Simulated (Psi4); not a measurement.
# triplet GeH3O2F at 3 levels

We compute a comparison of 3 runs (U-wB97M-V/def2-SVP, UB2PLYP/def2-SVP, UCCSD/def2-SVP) of triplet GeH3O2F. 

The results are computed with Psi4 1.11.

### 1 Starting point

GeH3O2F: 7 atoms, total charge 0, spin state triplet. SMILES of the parent species: `[OH][GeH]([OH])[F]`. The shape is that of a PBE0-D4/def2-TZVP optimisation. This is one conformer, not always the lowest. That shape belongs to the parent species and isn't relaxed for this state.

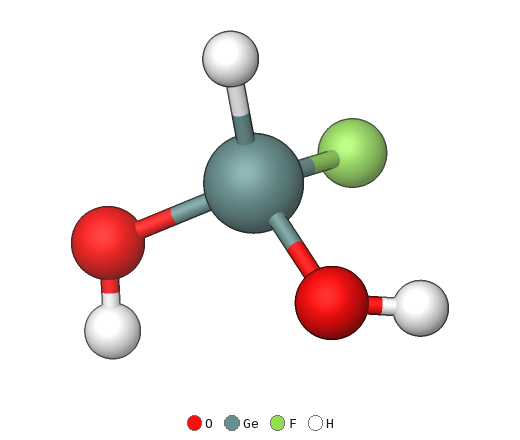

The structure, seen from a chosen angle (oxygen red, germanium teal, fluorine green, hydrogen white).

### 2 The energy at U-wB97M-V/def2-SVP (run 1)

calc.dat reads:

```
memory 2.2 GB

molecule mol {
  0 3
  O
  Ge 1 1.758076
  O 2 1.747675 1 108.44394
  F 2 1.735697 3 110.10918 1 113.97581
  H 1 0.960852 2 112.39665 4 19.34784
  H 2 1.521643 4 108.50567 5 117.09271
  H 3 0.961242 2 112.75706 6 -164.09512
  symmetry c1
}

set reference uks
set puream true
set e_convergence 1e-09
set d_convergence 1e-08
set scf_type pk
set dft_radial_points 99
set dft_spherical_points 590
set maxiter 100

energy('wb97m-v/def2-SVP')
print_variables()
```

Launch:

```console
$ psi4 -n 1 calc.dat calc.out
```

calc.out:

```text
[...]
  Running in c1 symmetry.
[...]
  Nuclear repulsion =  327.327972022142660
[...]
  Multiplicity = 3
[...]
  Nalpha       = 31
  Nbeta        = 29
[...]
    Number of basis functions: 89
[...]
   @UKS iter   1: -2326.98096739176890   -2.35400e+00   2.63422e-02 DIIS/ADIIS
[...]
   @UKS iter  27: -2328.24980091192265   -3.36513e-11   9.91465e-09 DIIS
[...]
   @S^2 Observed:                2.006606821E+00
[...]
    Orbital Energies [Eh]
    ---------------------
    Alpha Occupied:
       1A   -399.353762     2A    -50.099912     3A    -44.519409
       4A    -44.518109     5A    -44.517807     6A    -24.869689
       7A    -19.511373     8A    -19.362433     9A     -6.456197
      10A     -4.596233    11A     -4.592263    12A     -4.590758
      13A     -1.404974    14A     -1.397619    15A     -1.390807
      16A     -1.386844    17A     -1.385698    18A     -1.264424
      19A     -1.234234    20A     -1.121021    21A     -0.766901
      22A     -0.677616    23A     -0.642010    24A     -0.630107
      25A     -0.568008    26A     -0.530162    27A     -0.506992
      28A     -0.496790    29A     -0.472884    30A     -0.446596
      31A     -0.153525
[...]
  @UKS Final Energy: -2328.24980091192265
   => Energetics <=
    Nuclear Repulsion Energy =            327.3279720221426601
    One-Electron Energy =               -3893.3861954208205134
    Two-Electron Energy =                1321.4682966873458554
    DFT Exchange-Correlation Energy =     -83.9067143253791698
    Empirical Dispersion Energy =           0.0000000000000000
    VV10 Nonlocal Energy =                  0.2468401247885063
    Total Energy =                      -2328.2498009119226481
  UHF NO Occupations:
  HONO-2 :   29  A 1.9980718
  HONO-1 :   30  A 1.0000000
[...]
 Multipole Moments:
 ------------------------------------------------------------------------------------
     Multipole            Electronic (a.u.)      Nuclear  (a.u.)        Total (a.u.)
 ------------------------------------------------------------------------------------
 L = 1.  Multiply by 2.5417464519 to convert [e a0] to [Debye]
 Dipole X            :          0.5899878           -0.2458677            0.3441200
 Dipole Y            :          1.8957343           -2.2701103           -0.3743761
 Dipole Z            :          1.8667028           -2.5129331           -0.6462303
 Magnitude           :                                                    0.8223075
[...]
```

Run time: 2.9 min. Hardware: 1 thread of Intel Xeon 6975P-C (Granite Rapids), shared host; peak memory 1.3 GiB.

### 3 A single-point energy at UB2PLYP/def2-SVP (density fitting for correlation) (run 2)

fgeh3o2_ase.py reads:

```python
import numpy as np
from ase.calculators.psi4 import Psi4
from ase import Atoms

a = Atoms(['O', 'Ge', 'O', 'F', 'H', 'H', 'H'], positions=[
    [-0.352900, 1.140300, -0.859300],
    [-0.107500, -0.026800, 0.432400],
    [1.518200, -0.656000, 0.307600],
    [-1.260300, -1.284500, 0.113200],
    [-1.209200, 1.041800, -1.283900],
    [-0.331400, 0.485800, 1.847500],
    [1.804400, -0.768700, -0.603100],
])
calc = Psi4(atoms=a, method='b2plyp', basis='def2-SVP', memory='2200MB', num_threads=1, charge=0, multiplicity=3, label='fgeh3o2', reference='uks')
calc.psi4.set_options({'puream': True, 'e_convergence': 1e-09, 'd_convergence': 1e-08, 'scf_type': 'pk', 'dft_radial_points': 99, 'dft_spherical_points': 590, 'num_frozen_docc': 12, 'maxiter': 100})
a.calc = calc

print(f'energy: {a.get_potential_energy():.6f} eV')
```

Launch:

```console
$ python fgeh3o2_ase.py
```

fgeh3o2.dat:

```text
[...]
  Running in c1 symmetry.
[...]
  Nuclear repulsion =  327.327915065786726
[...]
  Multiplicity = 3
[...]
  Nalpha       = 31
  Nbeta        = 29
[...]
    Number of basis functions: 89
[...]
   @UKS iter   1: -2326.39861346351199   -2.55710e+00   2.56459e-02 DIIS/ADIIS
[...]
   @UKS iter  23: -2327.61284921853803   -3.63798e-12   4.40618e-09 DIIS
[...]
   @S^2 Observed:                2.007268245E+00
[...]
    Orbital Energies [Eh]
    ---------------------
    Alpha Occupied:
       1A   -401.485289     2A    -50.806810     3A    -45.160835
       4A    -45.159505     5A    -45.159136     6A    -25.320943
       7A    -19.921459     8A    -19.749667     9A     -6.686757
      10A     -4.781934    11A     -4.777592    12A     -4.776000
      13A     -1.473972    14A     -1.465842    15A     -1.458751
      16A     -1.454873    17A     -1.454010    18A     -1.314168
      19A     -1.274976    20A     -1.135189    21A     -0.750587
      22A     -0.661068    23A     -0.655051    24A     -0.611968
      25A     -0.549057    26A     -0.509954    27A     -0.493128
      28A     -0.471906    29A     -0.449089    30A     -0.418760
      31A     -0.111998
[...]
  @UKS Final Energy: -2327.61284921853803
   => Energetics <=
    Nuclear Repulsion Energy =            327.3279150657867262
    One-Electron Energy =               -3893.5708814347981388
    Two-Electron Energy =                1290.0309636620424953
    DFT Exchange-Correlation Energy =     -51.4008465115695898
    Empirical Dispersion Energy =           0.0000000000000000
    VV10 Nonlocal Energy =                  0.0000000000000000
    Total Energy =                      -2327.6128492185380310
  UHF NO Occupations:
  HONO-2 :   29  A 1.9982643
  HONO-1 :   30  A 1.0000000
[...]
 Multipole Moments:
 ------------------------------------------------------------------------------------
     Multipole            Electronic (a.u.)      Nuclear  (a.u.)        Total (a.u.)
 ------------------------------------------------------------------------------------
 L = 1.  Multiply by 2.5417464519 to convert [e a0] to [Debye]
 Dipole X            :         -1.2933920            1.6887256            0.3953335
 Dipole Y            :         -0.4503506            1.1295519            0.6792013
 Dipole Z            :          2.3191660           -2.7204787           -0.4013127
 Magnitude           :                                                    0.8824143
[...]
```

On the terminal:

```text
energy: -63344.369488 eV
```

Wall time 22 s (1 thread of Intel Xeon 6975P-C (Granite Rapids), shared host); peak memory 1.1 GiB.

### 4 A single-point energy at UCCSD/def2-SVP (run 3)

fgeh3o2.xyz reads:

```xyz
7
FGeH3O2
O     -0.352900     1.140300    -0.859300
Ge    -0.107500    -0.026800     0.432400
O      1.518200    -0.656000     0.307600
F     -1.260300    -1.284500     0.113200
H     -1.209200     1.041800    -1.283900
H     -0.331400     0.485800     1.847500
H      1.804400    -0.768700    -0.603100
```

calc.py reads:

```python
import psi4

psi4.set_memory(2200000000)
psi4.set_num_threads(1)
psi4.core.set_output_file('psi4.out', False)

with open('fgeh3o2.xyz') as f:
    atoms = ''.join(f.readlines()[2:])
molecule = psi4.geometry('0 3\n' + atoms + 'symmetry c1\nno_reorient\nno_com')

psi4.set_options({
    'basis': 'def2-SVP',
    'reference': 'uhf',
    'puream': True,
    'e_convergence': 1e-09,
    'd_convergence': 1e-08,
    'scf_type': 'pk',
    'num_frozen_docc': 12,
    'maxiter': 100,
})

energy_value, wavefunction = psi4.energy("ccsd", return_wfn=True)
print(f'total energy {energy_value:.8f} hartree = {energy_value * 27.211386:.5f} eV')
```

Launch:

```console
$ python calc.py
```

psi4.out:

```text
[...]
  Running in c1 symmetry.
[...]
  Nuclear repulsion =  327.327915065786726
[...]
  Multiplicity = 3
[...]
  Nalpha       = 31
  Nbeta        = 29
[...]
    Number of basis functions: 89
[...]
   @UHF iter   1: -2324.51295578788449   -3.31644e+00   2.37352e-02 DIIS/ADIIS
[...]
   @UHF iter  28: -2325.63260632800620   -4.09273e-12   7.14700e-09 DIIS
[...]
   @S^2 Observed:                2.007720745E+00
[...]
    Orbital Energies [Eh]
    ---------------------
    Alpha Occupied:
       1A   -405.287325     2A    -52.210751     3A    -46.312967
       4A    -46.311762     5A    -46.311344     6A    -26.259321
       7A    -20.765389     8A    -20.586972     9A     -7.275855
      10A     -5.257187    11A     -5.252989    12A     -5.251791
      13A     -1.746137    14A     -1.738135    15A     -1.730047
      16A     -1.725927    17A     -1.725447    18A     -1.552848
      19A     -1.513558    20A     -1.338881    21A     -0.880675
      22A     -0.815393    23A     -0.791088    24A     -0.736324
      25A     -0.674687    26A     -0.641869    27A     -0.633735
      28A     -0.586261    29A     -0.555762    30A     -0.536977
      31A     -0.153264
[...]
  @UHF Final Energy: -2325.63260632800620
   => Energetics <=
    Nuclear Repulsion Energy =            327.3279150657867262
    One-Electron Energy =               -3893.0196379205840458
    Two-Electron Energy =                1240.0591165267910583
    Total Energy =                      -2325.6326063280062044
  UHF NO Occupations:
  HONO-2 :   29  A 1.9978964
  HONO-1 :   30  A 1.0000000
  HONO-0 :   31  A 1.0000000
  LUNO+0 :   32  A 0.0021036
  LUNO+1 :   33  A 0.0008188
[...]
 Multipole Moments:
 ------------------------------------------------------------------------------------
     Multipole            Electronic (a.u.)      Nuclear  (a.u.)        Total (a.u.)
 ------------------------------------------------------------------------------------
 L = 1.  Multiply by 2.5417464519 to convert [e a0] to [Debye]
 Dipole X            :         10.5176624           -9.8199618            0.6977006
 Dipole Y            :         15.3413798          -14.7111399            0.6302399
 Dipole Z            :        -19.8276190           19.6578760           -0.1697430
 Magnitude           :                                                    0.9554062
[...]
      * MP2 total energy                      = -2326.389464461563875
[...]
      * CCSD total energy                     = -2326.407385794203492
```

On the terminal:

```text
total energy -2326.40738579 hartree = -63304.76937 eV
```

It took 90 s on 1 thread of Intel Xeon 6975P-C (Granite Rapids), shared host; peak memory 0.59 GiB.

### 5 Overview of the runs

```csv
run,level,frozen core orbitals,fitting correlation,energy (Eh),HOMO energy (eV),⟨S²⟩,wall time
1,U-wB97M-V/def2-SVP,0,–,-2328.249801,-4.18,2.007,2.9 min
2,UB2PLYP/def2-SVP (density fitting for correlation),12,density fitting,-2327.862661,-3.05,2.007,22 s
3,UCCSD/def2-SVP,12,none,-2326.407386,-4.17,2.008,90 s
```

### 6 What came out

| quantity | value |
| --- | --- |
| run 3: total energy | -2326.40739 Eh |
| run 3: HOMO energy (Hartree–Fock orbitals) (highest over α and β) | -4.17 eV |
| run 3: LUMO energy (Hartree–Fock orbitals) (lowest over α and β) | -1.04 eV |
| run 3: correlation energy (12 core orbitals frozen) | -774.8 mEh |
| run 3: ⟨S²⟩ of the reference determinant | 2.008 |
| run 3: T1 diagnostic | 0.031 |

What this shows: Totals of different functionals can't be ranked against each other. All runs together took 4.8 min, the longest 2.9 min.
